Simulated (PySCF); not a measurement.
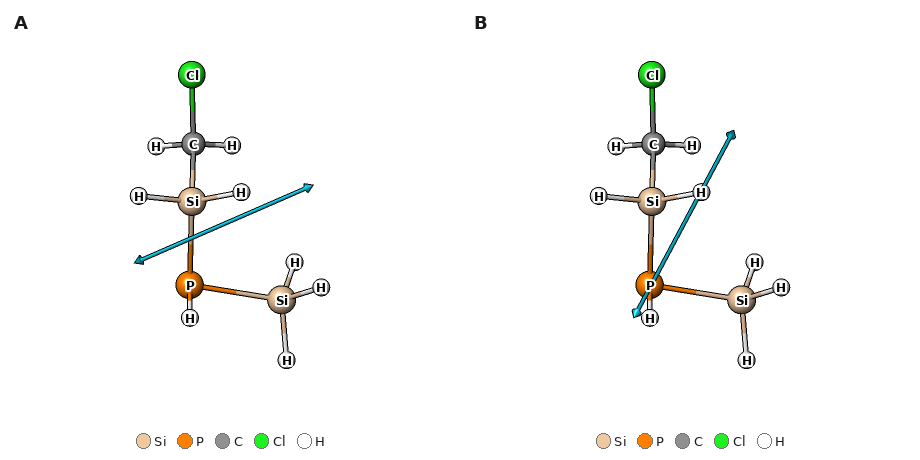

The double arrows show the directions of two transition dipoles from the ground state (lengths mean nothing). Computed geometry: GFN2-xTB optimisation. No frequency run is at hand to confirm it as a minimum. Level of theory: TDDFT PBE0/def2-SVPD, vertical, gas phase, core orbitals frozen in the response (PySCF 2.14.0).

> One belongs to singlet state 2 and one to singlet state 4. Which is which?

A: state 2, 6.13 eV (202 nm), oscillator strength 0.048, mainly HOMO → LUMO+1 (weight 0.91).
B: state 4, 6.53 eV (190 nm), oscillator strength 0.022, mainly HOMO−1 → LUMO (weight 0.65).

The geometry is semi-empirical. Around P, Si such bond lengths and angles can be off by a tenth of an ångström or more and by several degrees, and values that hang on the shape move with them.
